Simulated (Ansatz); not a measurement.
The calculation's input:

```
crystal:
  periodic: [false, false, false]
  atoms:
    - { symbol: B, position_ang: [-1.6433, -0.6651, 1.3338] }
    - { symbol: C, position_ang: [-0.2632, -0.2148, 0.7558] }
    - { symbol: F, position_ang: [0.2009, 0.8186, 1.5269] }
    - { symbol: "N", position_ang: [-0.297, 0.2372, -0.6397] }
    - { symbol: Ge, position_ang: [1.3339, 0.6399, -1.3101] }
    - { symbol: H, position_ang: [-2.6542, -0.5299, 0.6383] }
    - { symbol: H, position_ang: [-1.7704, -0.9997, 2.4389] }
    - { symbol: H, position_ang: [0.4521, -1.0769, 0.8301] }
    - { symbol: H, position_ang: [-0.6996, -0.5652, -1.1694] }
    - { symbol: H, position_ang: [1.9133, 1.8537, -0.485] }
    - { symbol: H, position_ang: [2.2585, -0.577, -1.1084] }
    - { symbol: H, position_ang: [1.2458, 1.0242, -2.7772] }
basis:
  gaussian:
    orbitals: def2-SVP
hamiltonian:
  xc: lda
output:
  orbitals: {}
  forces: true
```

Launched as:

```sh
python methods.py
```

Not at a stationary point (largest force 1.9 eV/Å).

Level of theory: SCF LDA, Gaussian basis in Ansatz.

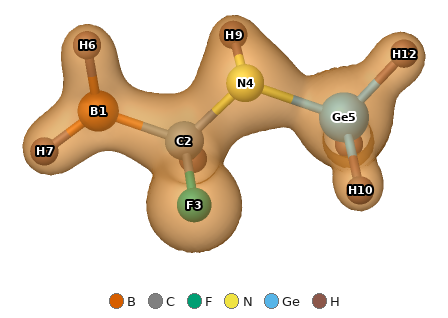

CH₇BFGeN (SMILES BC(F)[NH][GeH3]). Isosurface of the electron density at 0.6 e/Å³ (orange), seen across its widest extent.

Which contacts does the surface bridge?

Answer. At this value the surface is in one piece. It bridges the shortest C–F (1.37 Å), C–N (1.47 Å), C–B (1.56 Å) and Ge–N (1.81 Å) contacts, where the density stays above the isovalue. On the grid the lowest density along these lines, outside the cores, is 1.6 e/Å³ (C–F, 1.37 Å), 1.8 e/Å³ (C–N, 1.47 Å), 1.3 e/Å³ (C–B, 1.56 Å) and 1 e/Å³ (Ge–N, 1.81 Å).
